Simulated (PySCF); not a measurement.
## Electronic structure of F$_{4}$Mo (SMILES [F][Mo]([F])([F])[F]) (triplet) in real space

```tsv
atom	x (Å)	y (Å)	z (Å)
Mo	0.0128	0.0032	-0.0254
F	0.3148	0.0047	1.8151
F	1.6701	-0.0054	-0.8788
F	-0.9828	1.5131	-0.4812
F	-0.9945	-1.4992	-0.4774
```

Geometry: BP86-D3(BJ)/def2-SVP; core potentials replace the inner electrons of Mo.

Computed with DFT single point, gas phase, functional B3LYP (PySCF 2.14.0, density-fitted response routines).

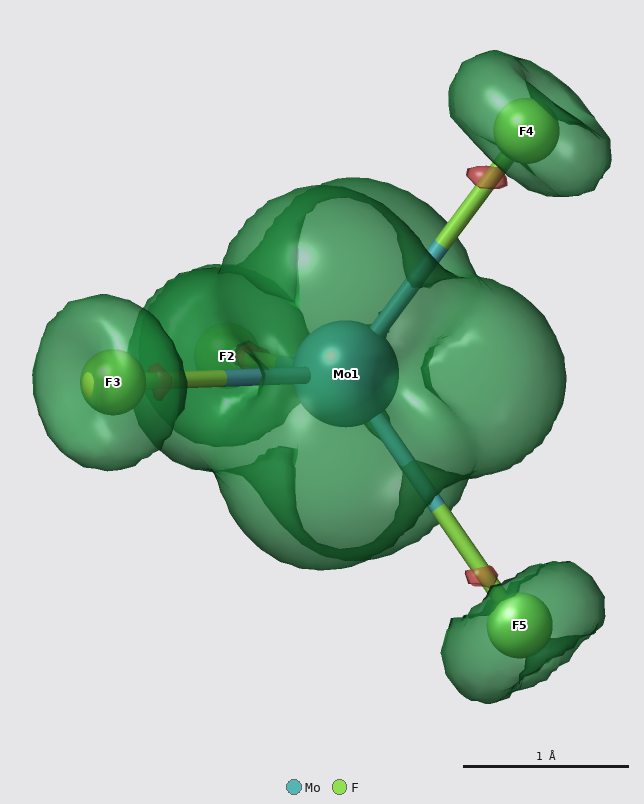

Figure 1. Isosurfaces of the spin density (α minus β) at +0.06 (green) and −0.06 e/Å³ (red), seen across its widest extent.

Q: Which atoms carry the spin?

A: The unpaired spin (2 electrons) lies mostly on Mo1 (about 1.6), F2 (about 0.1), F4 (about 0.1), F5 (about 0.1) and F3 (about 0.1), in electrons by Hirshfeld's partition.

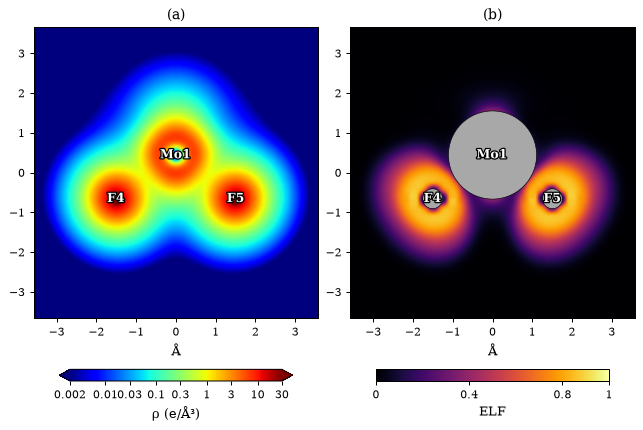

Figure 2. (a) electron density; (b) electron localisation function on the plane of atoms F4, Mo1 and F5. Grey discs cover the atomic cores in the ELF map.

Q: What do the fields say about this system?

A:
- The plane passes through Mo and F nuclei.
- Mo–F (1.87 Å): the density is about 1 e/Å³ at the midpoint; the ELF peaks at about 0.80 in the valence shell of F, 0.5 Å from its nucleus, and drops to about 0.20 between the two atoms.

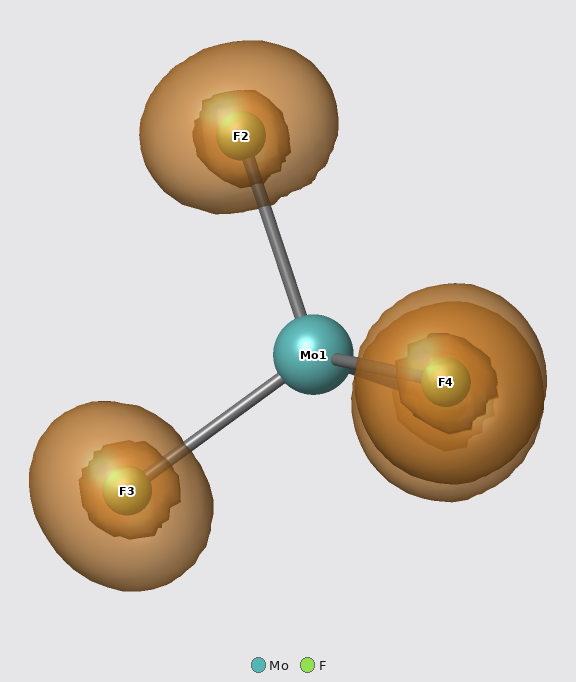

Figure 3. Isosurface of the ELF at 0.75 (orange), seen from one side. Only the valence region is drawn (cores and ρ < 0.01 e/Å³ removed).

Q: What do the ELF domains correspond to?

A: The ELF exceeds this value in four regions wrapped around F (the valence shell of each). Profiles from the grid: Mo–F (1.86 Å): the ELF peaks at about 0.80 in the valence shell of F, 0.5 Å from its nucleus, and drops to about 0.20 between the two atoms.

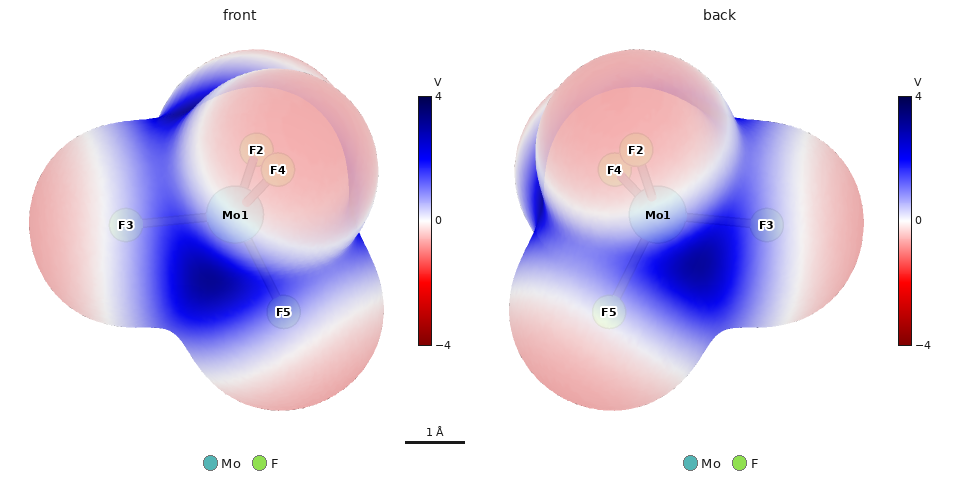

Figure 4. The electrostatic potential painted on the density surface at 0.001 e/bohr³, seen from the front and from behind; the colour scale runs from red (negative) to blue (positive).

Q: Where is the surface potential most negative and most positive?

A: The most negative region (about −0.6 V, or −14 kcal/mol for a unit charge) lies over F2, F3, F4 and F5, the most positive (about +3.0 V, or +69 kcal/mol for a unit charge) over Mo1.

Q: How polar is the molecule by this calculation?

A: Its dipole moment is 0.18 D.
